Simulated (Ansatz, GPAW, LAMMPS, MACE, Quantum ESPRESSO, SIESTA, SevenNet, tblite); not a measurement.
**Other levels on liquid 62SiO2-17Al2O3-10MgO-10Na2O (mol %) at 2000 K (94 atoms)**

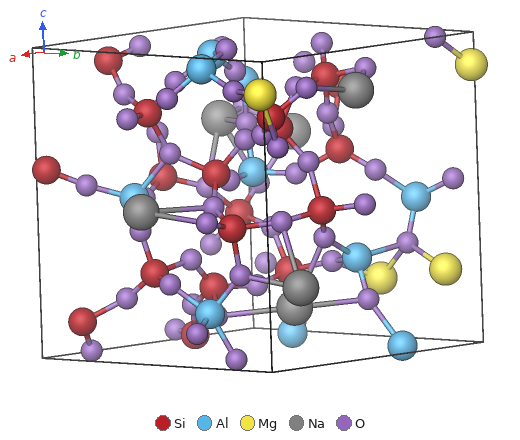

The cell (silicon red, aluminium blue, magnesium yellow, sodium grey, oxygen purple). Bonds to atoms that aren't drawn are left out. Some periodic images of atoms are drawn too.

Density of this cell: 2.34 g/cm³. The cell holds 94 atoms: 18 Si, 10 Al, 3 Mg, 6 Na and 57 O. Cell: a = 11.041 Å, b = 11.041 Å, c = 11.041 Å, α = 90.0°, β = 90.0°, γ = 90.0°. 94 atoms (18 Si, 10 Al, 3 Mg, 6 Na, 57 O) placed at random at 2.51 g/cm³, melted at 4000 K for 10 ps at fixed volume with the Morse and Coulomb pair potential with partial charges (Pedone, Malavasi, Menziani, Cormack and Segre, J. Phys. Chem. B 110, 11780 (2006)). Snapshot at the end of a hold of 10 ps at 2000 K and zero pressure.

Geometry: as built.

The reference, a calculation:

```
method                                           : Kohn-Sham DFT, PBE, SSSP efficiency 1.3.0 pseudopotentials, plane waves (Quantum ESPRESSO 7.5); sssp-pbe-1.3.0-efficiency, cutoffs 60/480 Ry, Γ point
r.m.s. force component                           : 2.229 eV/Å
longest force                                    : 9.619 eV/Å
pressure                                         : 4.436 GPa
gap (highest filled to lowest empty level) : 1.462 eV
time                                             : 3.6 min on 4 MPI ranks of Arm Neoverse V2, shared host
CPU time                                         : 15 min
```

**Question.** The same geometry is run in other programs. How far does each lie from the reference, and what does it cost?
- MACE MP-0b2 small potential (MACE MP-0b2 small; 1 thread)
- GPAW PBE, LCAO dzp, h 0.18 Å, other mixer settings (GPAW 26.7.0; 2 MPI ranks)
- SIESTA PBE, DZ, shift 0.01 Ry, mesh 500 Ry (SIESTA 5.4.2; 2 MPI ranks)
- GPAW PBE, grid h 0.18 Å (GPAW 26.7.0; 2 MPI ranks)
- GPAW PBE, LCAO dzp, h 0.18 Å (GPAW 26.7.0; 1 thread)
- SevenNet l3i5 potential (SevenNet l3i5; 1 thread)
- MACE MPA-0 medium potential (MACE MPA-0 medium; 1 thread)
- SIESTA PBE, SZP, shift 0.01 Ry, mesh 500 Ry (SIESTA 5.4.2; 2 MPI ranks)
- SIESTA PBE, DZP, shift 0.01 Ry, mesh 500 Ry (SIESTA 5.4.2; 2 MPI ranks)
- SIESTA PBE, SZ, shift 0.02 Ry, mesh 500 Ry (SIESTA 5.4.2; 1 thread)

Differences are against the plane-wave reference, forces as r.m.s. over components; share is that over the reference's r.m.s. force, slope the least-squares factor from reference forces to these. Total energies of different programs have different zeros and aren't compared.

| run | Δ force, r.m.s. (meV/Å) | share (%) | slope | Δ pressure (GPa) | Δ gap (eV) | cores | CPU time | memory (GiB) |
| --- | --- | --- | --- | --- | --- | --- | --- | --- |
| reference | - | - | - | - | - | 4 | 15 min | 4.3 |
| MACE MP-0b2 small potential | 181 | 8.12 | 0.968 | -0.160 | - | 1 | 5.5 s | 0.67 |
| GPAW PBE, LCAO dzp, h 0.18 Å, other mixer settings | 338 | 15.1 | 1.080 | - | -0.150 | 2 | 5.2 min | 2.1 |
| SIESTA PBE, DZ, shift 0.01 Ry, mesh 500 Ry (coarse) | 954 | 42.8 | 1.228 | 9.90 | -0.388 | 2 | 2.4 min | 1.5 |
| GPAW PBE, grid h 0.18 Å | 148 | 6.62 | 1.043 | - | 0.0226 | 2 | 12 min | 3.1 |
| GPAW PBE, LCAO dzp, h 0.18 Å | 338 | 15.2 | 1.080 | - | -0.150 | 1 | 3.6 min | 1.9 |
| SevenNet l3i5 potential | 102 | 4.60 | 0.981 | -0.516 | - | 1 | 9 s | 1.5 |
| MACE MPA-0 medium potential | 128 | 5.73 | 0.988 | -0.0403 | - | 1 | 7.3 s | 1.1 |
| SIESTA PBE, SZP, shift 0.01 Ry, mesh 500 Ry (coarse) | 524 | 23.5 | 1.166 | 5.9 | -0.224 | 2 | 4.5 min | 2.2 |
| SIESTA PBE, DZP, shift 0.01 Ry, mesh 500 Ry | 194 | 8.71 | 1.039 | 1.86 | -0.136 | 2 | 5.9 min | 2.4 |
| SIESTA PBE, SZ, shift 0.02 Ry, mesh 500 Ry (coarse) | 1072 | 48.1 | 1.251 | 6.56 | -0.980 | 1 | 1.8 min | 0.87 |

Rows marked coarse were listed beforehand as settings not expected to be converged; some can still land near the reference.

Times of the machine-learned potentials are mostly Python's start and the loading of weights.

CPU time is summed over cores on a shared host, where runs went side by side, so it is rough. Symmetry, cutoffs, thresholds, outputs and thread counts weren't matched or tuned between programs; memory under MPI is the largest rank's times the ranks.

PBE on plane waves or a grid with other potentials, cutoffs or grids, coarse settings apart, differs from the reference by 6.6 % (GPAW PBE, grid h 0.18 Å) of the r.m.s. force; potentials, valence shells or grid differ, and the table alone doesn't part them. The PBE runs in local orbitals, coarse settings apart, differ by 8.7 % (SIESTA PBE, DZP, shift 0.01 Ry, mesh 500 Ry) to 15 % (GPAW PBE, LCAO dzp, h 0.18 Å); basis, grid and potentials can all enter. Machine-learned potentials differ by 4.6 % (SevenNet l3i5 potential) to 8.1 % (MACE MP-0b2 small potential); they were trained on other programs' data. Runs with settings chosen to be coarse differ by 23 % (SIESTA PBE, SZP, shift 0.01 Ry, mesh 500 Ry) to 48 % (SIESTA PBE, SZ, shift 0.02 Ry, mesh 500 Ry), their programs' other errors included. Machine-learned potentials mimic data converged in k, so the reference's own k-point error enters their differences. The network of bonds at the start is that of the classical potential that made the cell, and needn't be the one that DFT or experiment would give. The electronic-structure runs sample only Γ, in a cell whose shortest periodic width is 11 Å.

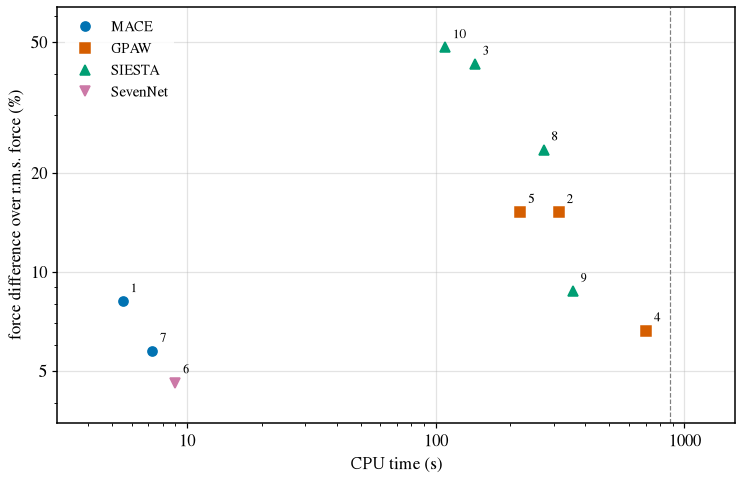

Force difference against CPU time; the dashed line marks the reference's time. Points: 1 MACE MP-0b2 small potential; 2 GPAW PBE, LCAO dzp, h 0.18 Å, other mixer settings; 3 SIESTA PBE, DZ, shift 0.01 Ry, mesh 500 Ry; 4 GPAW PBE, grid h 0.18 Å; 5 GPAW PBE, LCAO dzp, h 0.18 Å; 6 SevenNet l3i5 potential; 7 MACE MPA-0 medium potential; 8 SIESTA PBE, SZP, shift 0.01 Ry, mesh 500 Ry; 9 SIESTA PBE, DZP, shift 0.01 Ry, mesh 500 Ry; 10 SIESTA PBE, SZ, shift 0.02 Ry, mesh 500 Ry.

[Logs are printed without paths, hosts, clocks, repeated set-up lines and the standing remarks that a program may print on its own settings, such as how far it seeks lower states.]

[Hosts, paths, dates, database ids (printed as entryN), source tags and the programs' standing remarks are cut or masked in the printed files.]
